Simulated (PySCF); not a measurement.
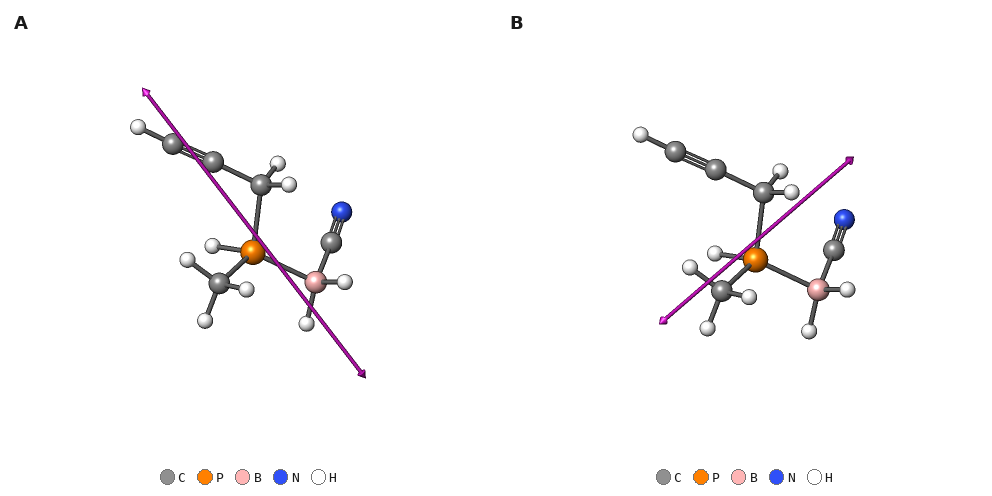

The double arrows show the directions of two transition dipoles from the ground state (lengths mean nothing). The computed structure is the end point of a GFN2-xTB optimisation. No frequency run is at hand to confirm it as a minimum. Level of theory: TDDFT CAM-B3LYP/def2-SVPD, vertical, gas phase, core orbitals frozen in the response (PySCF 2.14.0).

One belongs to singlet state 2 and one to singlet state 5. Which is which?

Answer. A: state 2, 6.81 eV (182 nm), oscillator strength 0.023, of mixed character, with the largest part HOMO → LUMO+1 (weight 0.25).
B: state 5, 7.51 eV (165 nm), oscillator strength 0.034, of mixed character, with the largest part HOMO → LUMO (weight 0.28).

The geometry is semi-empirical. Around B, P such bond lengths and angles can be off by a tenth of an ångström or more and by several degrees, and values that hang on the shape move with them.
